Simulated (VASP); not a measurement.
Band structure of TiAl (relaxed from the CsCl structure, space group Pm-3m). Method: PBEsol GGA, VASP's PBE PAW potentials (set 64) (plane waves; VASP).

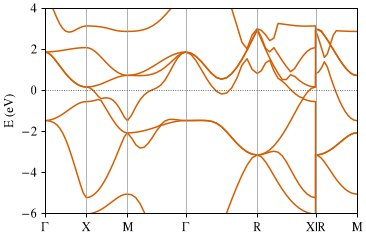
*Bands along high-symmetry lines, zero at the valence-band maximum or, without a gap, the Fermi level*

Problem. Read the plot: is there a gap, and where are the band edges?

Solution. It has no gap at this level: it comes out as a metal or semimetal. (Edges off the drawn lines would not show.)

The structure was generated: TiAl was put into the CsCl type (Pm-3m), which need not be its known phase. It was relaxed first, which changed the volume by -13 %. The electron count is odd and the run is not spin-polarised, which forces a metal.
